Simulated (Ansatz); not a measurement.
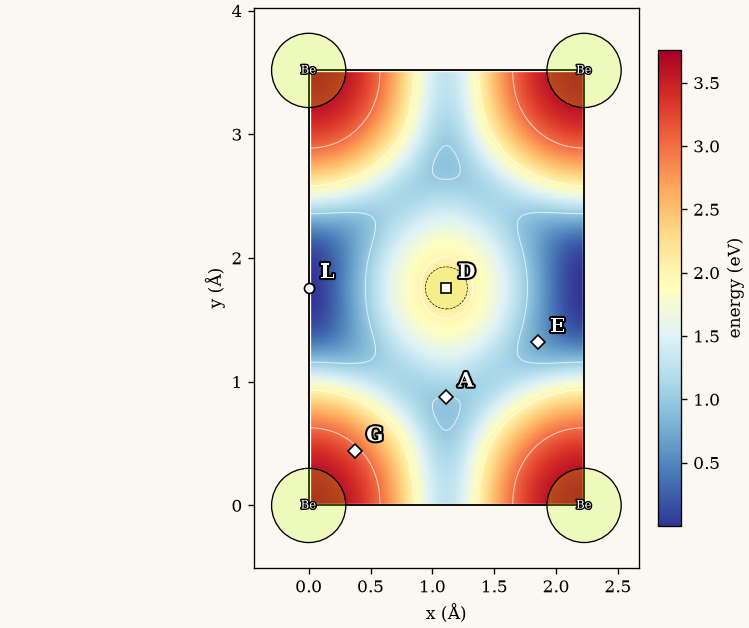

N on a Be(100) slab cut from the P6_3/mmc phase, its upper half relaxed before the scan (24 atoms of substrate and one adsorbate in a 2 × 2 cell). N is moved over the surface cell; relaxed at each place: the height of the adsorbate's atoms; substrate rigid; the origin of the map has the adsorbate above Be21. Places are given modulo a cell vector. The map is drawn in real space over the plane of the surface. The grid has 6 × 8 points; 20 points were computed and 28 follow by symmetry. Places are given in fractions of the 1 × 1 surface cell. Energies: eV, counted from the lowest grid point. The runs have no spin polarisation; a magnetic state may lie lower. Computed with DFT LDA, scalar-relativistic, plane waves, PAW (Ansatz 0.2.0). Settings: cutoff 420 eV, k-mesh 6×4×1, gaussian smearing 0.1 eV, no spin polarisation.

In the figure: a smooth colour map with a few white contour lines, labelled circles for the atoms of the top layer and small ones for the second layer, the outline of one cell of the plane, lettered points. Between grid points the surface is interpolated.

What kind of point is each of A, D, G, L: minimum, saddle, maximum or slope?

A: minimum; D: maximum; G: on a slope; L: minimum. (In these two coordinates alone; a stationary point may lie a little off the grid point.)

Rank the lettered points by energy, lowest first.

L (0.00 eV), E (0.73 eV), A (1.00 eV), D (2.14 eV), G (3.10 eV).
